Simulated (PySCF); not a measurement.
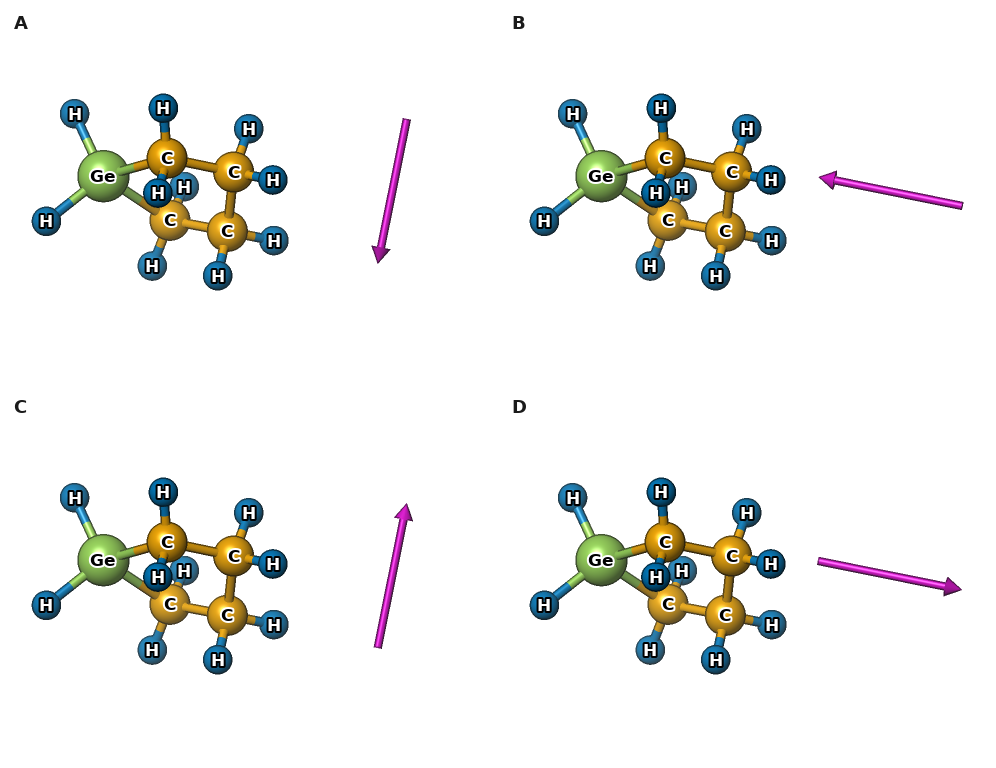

The same molecule four times, each with an arrow. The computed structure is the end point of a PBE0-D3(BJ)/def2-SVP optimisation. No frequency run is at hand to confirm it as a minimum. Properties computed with B3LYP/pcJ-1 (pcSseg-1 on Ge), gas phase (PySCF 2.14.0).

Question: Which arrow points along the dipole moment, from the negative to the positive end?

Answer: D. The dipole moment is 0.63 D.
